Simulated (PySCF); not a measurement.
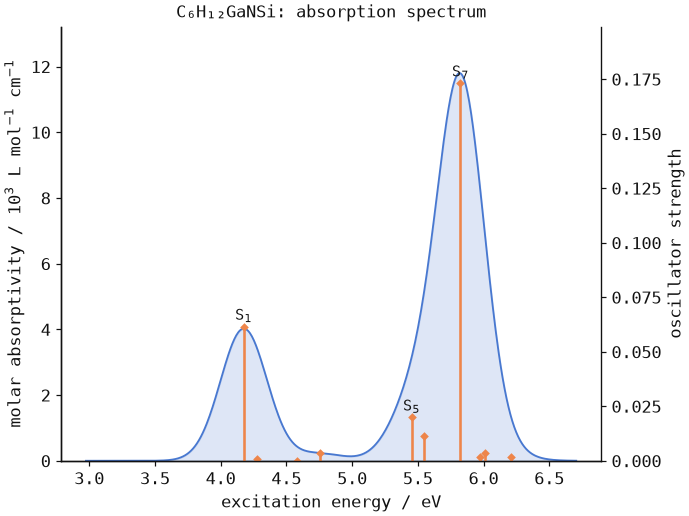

Computed absorption of C₆H₁₂GaNSi, SMILES [SiH3]Cc1cc[n+]([GaH3-])cc1, singlet. Vertical TDDFT excitations, B3LYP/def2-SVPD in PySCF, at a PBE0-D3(BJ)/def2-SVP geometry (no frequency check), gas phase. The lowest 10 singlet states are shown; each is broadened by a Gaussian of 1/e half-width 0.25 eV. Sticks give oscillator strengths (right axis).

**Does any vertical transition fall in the visible?**

No singlet lies below 3.1 eV (beyond 400 nm), so at this level no vertical transition falls in the visible.

**Where is the lowest singlet, and is it bright?**

S1 lies at 4.18 eV (297 nm) with f = 0.062, mainly HOMO → LUMO (99 %); it is bright.

Known limits of this run: one conformer of a flexible molecule; core orbitals are frozen in the response.
